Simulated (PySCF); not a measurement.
**Geometry relaxation, with input and output: CH$_{6}$FGeN**

CH$_{6}$FGeN, SMILES C[NH][GeH2][F], computed with PBE0-D3(BJ)/def2-SVPD geometry optimisation, gas phase (PySCF 2.14.0).

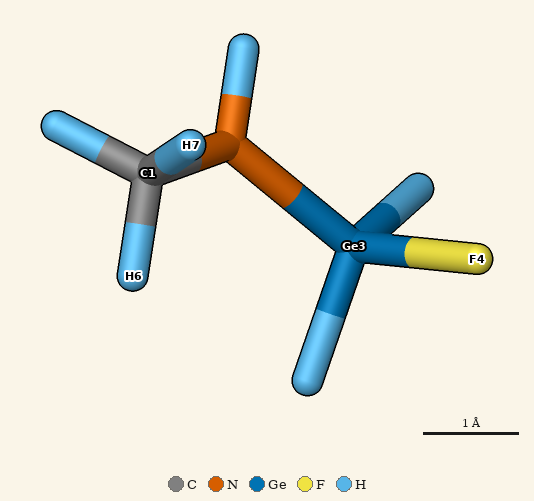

**Figure 1.** The structure as given in the input (stick view, seen at a tilt; atoms are numbered from 1 in the order of the input). Sticks mark near contacts.

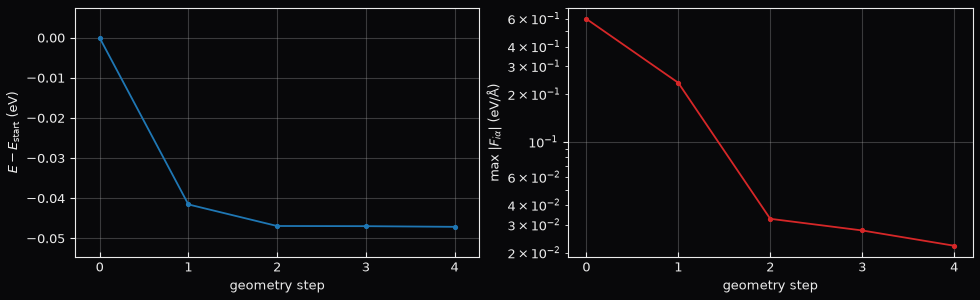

**Figure 2.** Progress of the relaxation, step by step (steps are counted from 0).

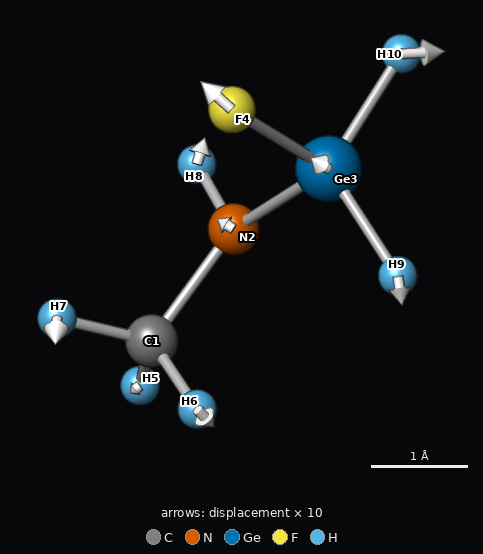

**Figure 3.** The starting structure with the displacements as white arrows, magnified 10 times (ball-and-stick view, seen at a tilt). The two geometries are laid on each other by the best rigid fit. The largest move after the best rigid fit is that of H10, 0.049 Å. Largest moves by element: H 0.049 Å, F 0.045 Å, Ge 0.028 Å, N 0.021 Å, C 0.006 Å. Among the contacts that change: Ge3–H10 1.493 → 1.530 Å, N2–Ge3 1.791 → 1.806 Å, C1–H5 1.092 → 1.101 Å, C1–N2 1.455 → 1.448 Å. Among the angles that change: C1–N2–H8 111.3° → 113.9°, F4–Ge3–H9 101.7° → 103.9°. The energy falls by 0.047 eV in 4 geometry steps. Largest force component: 0.6 eV/Å at the start, 0.022 eV/Å at the end. (Atoms are counted from 1 in the order of the input.)

These pictures come from the run below.

### Input
```
{"job": {"xc": "PBE0", "basis": "def2-SVPD", "d3": "d3bj", "grid": 2, "kind": "geom"}, "charge": 0, "multiplicity": 1}
C      0.175784    -1.417771    -0.127428
N     -0.262233    -0.242060     0.609386
Ge    -0.303413     1.405071    -0.093566
F      1.324949     1.993424    -0.460447
H     -0.302584    -2.310473     0.279786
H     -0.126230    -1.305371    -1.168429
H      1.261094    -1.556043    -0.101009
H     -0.037698    -0.319064     1.591792
H     -0.926596     1.372194    -1.450464
H     -0.803072     2.380093     0.920378
```

The first line tells a small driver script what to run in PySCF; the rest is the geometry in Å.

Launch command:
```bash
OMP_NUM_THREADS=1 python <driver script> task.json out
```

### Log
```
step   0  E = -2272.48995851  max force = 0.011636
step   1  E = -2272.49148456  max force = 0.004594
step   2  E = -2272.49168222  max force = 0.000635
step   3  E = -2272.49168382  max force = 0.000537
step   4  E = -2272.49168985  max force = 0.000429
optimisation converged
```

### Trajectory as extended XYZ (Å, eV, eV/Å), 5 frames, from step=0 to step=4
```
10
Properties=species:S:1:pos:R:3:forces:R:3 step=0 energy=-61837.60149
C     0.1758   -1.4178   -0.1274   -0.1924   0.5374   0.1986
N    -0.2622   -0.2421    0.6094    0.1397  -0.5647   0.1452
Ge   -0.3034    1.4051   -0.0936    0.5470  -0.0838   0.0315
F     1.3250    1.9934   -0.4605    0.2244   0.0366  -0.0152
H    -0.3026   -2.3105    0.2798   -0.1168  -0.2762   0.0111
H    -0.1262   -1.3054   -1.1684   -0.0605  -0.1276  -0.3362
H     1.2611   -1.5560   -0.1010    0.2715  -0.0685  -0.0416
H    -0.0377   -0.3191    1.5918   -0.0710   0.1852   0.1349
H    -0.9266    1.3722   -1.4505   -0.4023  -0.0580  -0.5983
H    -0.8031    2.3801    0.9204   -0.3396   0.4196   0.4699
10
Properties=species:S:1:pos:R:3:forces:R:3 step=1 energy=-61837.64301
C     0.1480   -1.4195   -0.1461    0.0533  -0.0840  -0.0180
N    -0.2566   -0.2560    0.6113    0.0042   0.2362  -0.0357
Ge   -0.2522    1.4137   -0.0927   -0.0383   0.0543  -0.0288
F     1.4045    1.9768   -0.4309   -0.2299  -0.0751   0.0449
H    -0.3376   -2.3277    0.2455    0.0125   0.0273  -0.0155
H    -0.1683   -1.3104   -1.1945   -0.0052   0.0015   0.0289
H     1.2400   -1.5873   -0.1496   -0.0383  -0.0028  -0.0058
H    -0.0514   -0.3126    1.6013   -0.0020  -0.0335  -0.0074
H    -0.9335    1.3756   -1.4778    0.1329   0.0135   0.1890
H    -0.8214    2.4053    0.9438    0.1109  -0.1373  -0.1516
10
Properties=species:S:1:pos:R:3:forces:R:3 step=2 energy=-61837.64839
C     0.1484   -1.4204   -0.1461   -0.0060  -0.0116  -0.0210
N    -0.2544   -0.2514    0.6069    0.0322   0.0327   0.0310
Ge   -0.2563    1.4140   -0.0920   -0.0076  -0.0155  -0.0181
F     1.3919    1.9773   -0.4254   -0.0061  -0.0016   0.0034
H    -0.3381   -2.3250    0.2495   -0.0010   0.0040   0.0012
H    -0.1717   -1.3144   -1.1928   -0.0037  -0.0016  -0.0001
H     1.2388   -1.5914   -0.1526   -0.0040   0.0103   0.0038
H    -0.0495   -0.3103    1.5967   -0.0121  -0.0184   0.0022
H    -0.9214    1.3814   -1.4699    0.0046  -0.0018  -0.0146
H    -0.8161    2.3983    0.9361    0.0037   0.0036   0.0121
10
Properties=species:S:1:pos:R:3:forces:R:3 step=3 energy=-61837.64844
C     0.1471   -1.4155   -0.1469   -0.0037  -0.0276   0.0152
N    -0.2561   -0.2519    0.6145    0.0206   0.0255  -0.0175
Ge   -0.2558    1.4096   -0.0922   -0.0178   0.0144   0.0177
F     1.3930    1.9690   -0.4254    0.0105   0.0010  -0.0028
H    -0.3360   -2.3234    0.2450    0.0015  -0.0030  -0.0011
H    -0.1765   -1.3044   -1.1921   -0.0037   0.0003   0.0004
H     1.2379   -1.5824   -0.1569    0.0008  -0.0006  -0.0020
H    -0.0513   -0.3139    1.6042   -0.0070  -0.0139  -0.0084
H    -0.9172    1.3721   -1.4719    0.0018  -0.0061  -0.0077
H    -0.8135    2.3989    0.9322   -0.0031   0.0099   0.0061
10
Properties=species:S:1:pos:R:3:forces:R:3 step=4 energy=-61837.64860
C     0.1469   -1.4181   -0.1467   -0.0079  -0.0044  -0.0009
N    -0.2542   -0.2511    0.6109    0.0221   0.0112  -0.0008
Ge   -0.2559    1.4122   -0.0921   -0.0128  -0.0001   0.0034
F     1.3926    1.9737   -0.4242    0.0069   0.0023  -0.0010
H    -0.3378   -2.3240    0.2481    0.0004   0.0001   0.0014
H    -0.1765   -1.3099   -1.1922   -0.0019  -0.0005   0.0005
H     1.2374   -1.5868   -0.1560    0.0006  -0.0003  -0.0021
H    -0.0499   -0.3137    1.6005   -0.0102  -0.0059  -0.0001
H    -0.9167    1.3762   -1.4725    0.0026  -0.0029  -0.0008
H    -0.8144    2.3995    0.9346    0.0002   0.0006   0.0003
```

### Summary

```csv
quantity,value
outcome,converged
total energy,−2272.491690 hartree
dipole moment,2.36 D
point group,C1
hardware,"1 CPU thread, shared host"
wall time,87 s
peak memory,0.64 GiB
```
